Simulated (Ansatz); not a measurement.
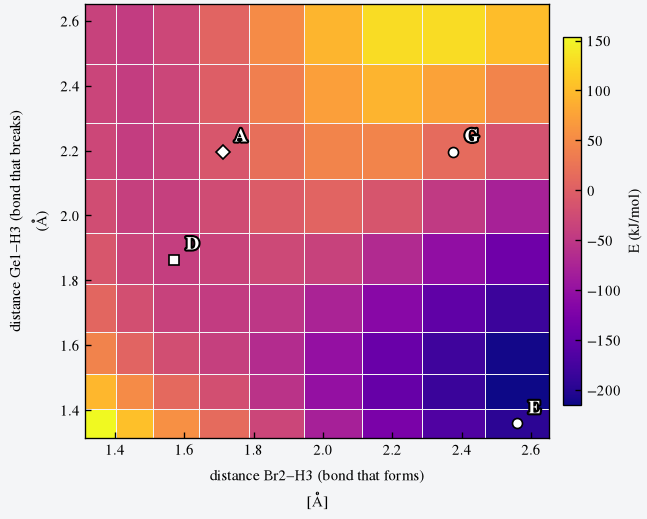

The reacting system BrGeH₃ (fragments BrGeH₃ where the first distance is long, GeH₂ + BrH where the second is long). Coordinates scanned: (1) distance Br2–H3 (bond that forms); (2) distance Ge1–H3 (bond that breaks). Relaxed at each point: all other coordinates. The scan uses a 9 × 9 grid. Points are written as (first, second). Energies: kJ/mol, counted from a guessed transition structure relaxed with its forming and breaking bonds held. The reference is spin-restricted, so regions where a bond is pulled apart into radicals lie too high. The calculation used RKS B3LYP-D4/def2-TZVP (Ansatz 0.2.0).

The picture shows one coloured cell a grid point, lettered points.

What kind of point is each of A, D, G: minimum, saddle, maximum or slope?

A: on a slope; D: saddle point; G: on a slope. (In these two coordinates alone; a stationary point may lie a little off the grid point.)

Rank the lettered points by energy, lowest first.

E (−196 kJ/mol), D (−42 kJ/mol), A (−12 kJ/mol), G (15 kJ/mol).
